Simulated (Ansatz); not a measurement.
C3H8Si: a line through the functionals

C3H8Si has 12 atoms, charge 0, and is taken as a singlet. As SMILES, `CC(C)[SiH]`. Geometry: relaxed at PBE0-D4/def2-TZVP. This is one conformer, not always the lowest.

The HOMO–LUMO gap y, in eV, basis 6-31G(d); a is the functional's share of exact exchange. Programs: Ansatz 0.2.0.

| functional | program | a | y (eV) |
| --- | --- | --- | --- |
| BLYP | Ansatz | 0 | 2.88 |
| PBE | Ansatz | 0 | 2.86 |
| B3LYP | Ansatz | 0.2 | ? |
| PBE0 | Ansatz | 0.25 | 4.76 |
| r2SCAN0 | Ansatz | 0.25 | 4.98 |
| BHLYP | Ansatz | 0.5 | 6.66 |

Fit y = c + s·a to the known rows and predict B3LYP.


1. Means of the 5 rows: a = 0.2000, y = 4.428.
2. Σ(Δa)² = 0.175, Σ(Δa·Δy) = 1.337, so the slope is 1.337/0.175 = 7.64.
3. Intercept: 4.428 − (7.64) × 0.2000 = 2.900. The largest residual of the fit is 0.17.
4. B3LYP: 2.900 + (7.64) × 0.2 = 4.43 eV.

The run gave 4.40 eV, so the prediction is off by +0.03 eV, within the largest residual. Exact exchange lowers occupied levels and raises empty ones. The rows mix families of semi-local functionals, which the line can't see.

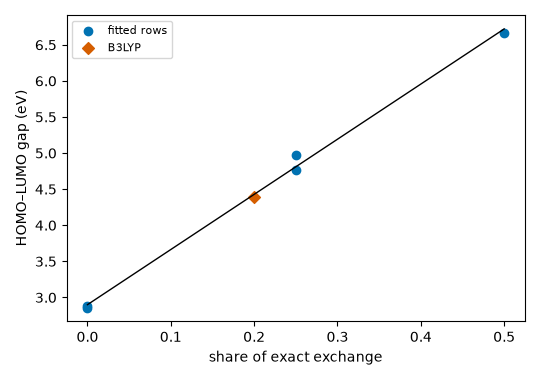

The fitted line, with the withheld row.
